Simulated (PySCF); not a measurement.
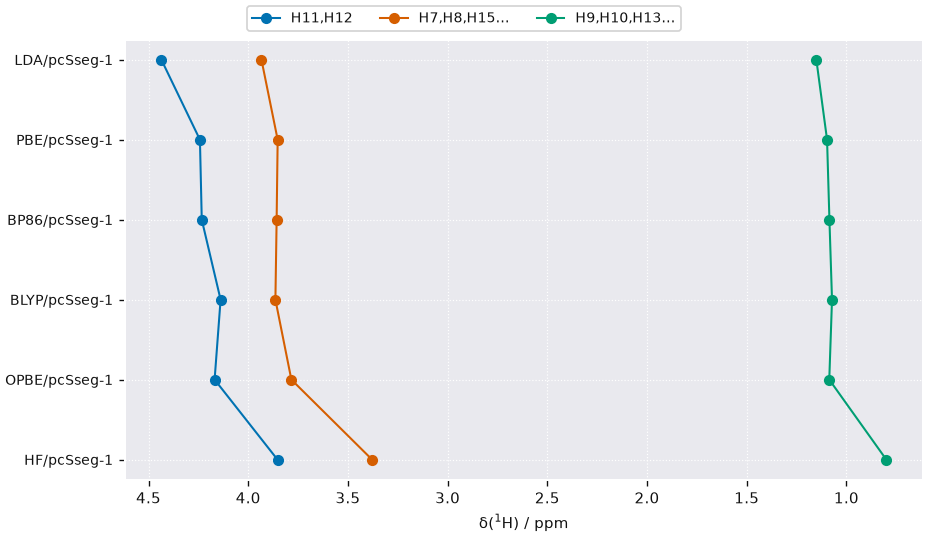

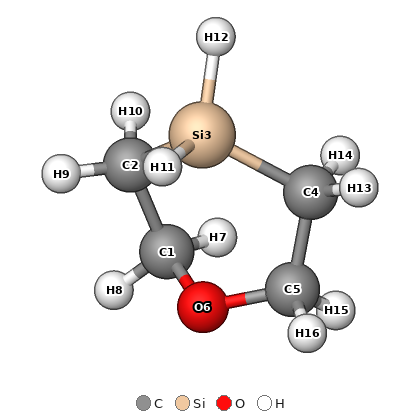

GIAO ¹H shifts of C₄H₁₀OSi, SMILES C1C[SiH2]CCO1 at several levels, one geometry, PySCF 2.14.0, at a PBE0-D3(BJ)/def2-SVP geometry (no frequency check); values of one conformer, averaged over nuclei that symmetry, rotation about single bonds or ring flips exchange, these motions taken as fast; other conformers aren't averaged in; each against TMS at the same level.

Question: How much does each signal move over these levels?

Answer:
| atoms | lowest | highest | spread (ppm) |
| --- | --- | --- | --- |
| H11, H12 | 3.85 | 4.44 | 0.58 |
| H7, H8, H15, H16 | 3.38 | 3.93 | 0.55 |
| H9, H10, H13, H14 | 0.80 | 1.15 | 0.35 |

Question: Do all levels give the signals in the same order?

Answer: Yes, the order of the signals is the same at every level.
